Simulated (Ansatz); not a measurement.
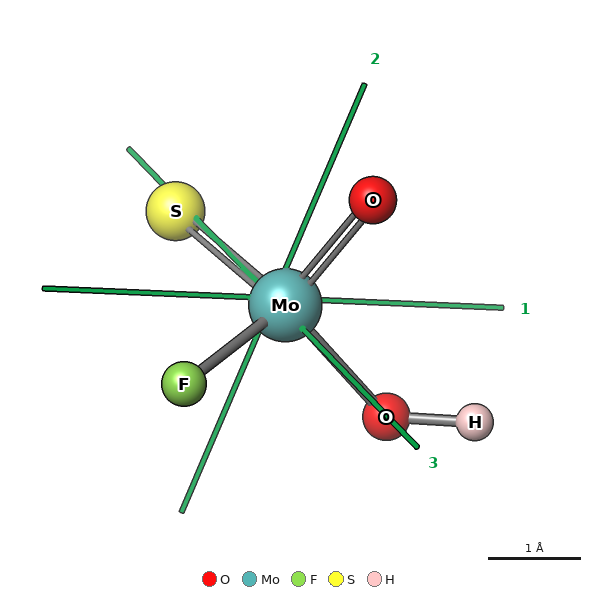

The three principal axes of inertia are drawn and numbered. Depth is shown by fading: the farther an atom, the more it takes the colour of the background. The species is neutral and a spin singlet. Computed geometry: PBE-D4/def2-SVP optimisation. No frequency run is at hand to confirm it as a minimum. Masses are those of the most abundant isotopes; constants are for the rigid equilibrium geometry.

**Which line is the a axis (least moment of inertia), which b and which c?**

a is line 3, b is line 1, c is line 2; the moments are 154, 224, 245 u Å².

**What kind of rotor is it, and what are its rotational constants in cm⁻¹?**

An asymmetric top (C1): A = 0.109, B = 0.0754, C = 0.0688 cm⁻¹. Ray's parameter κ is −0.67, nearer the prolate limit.
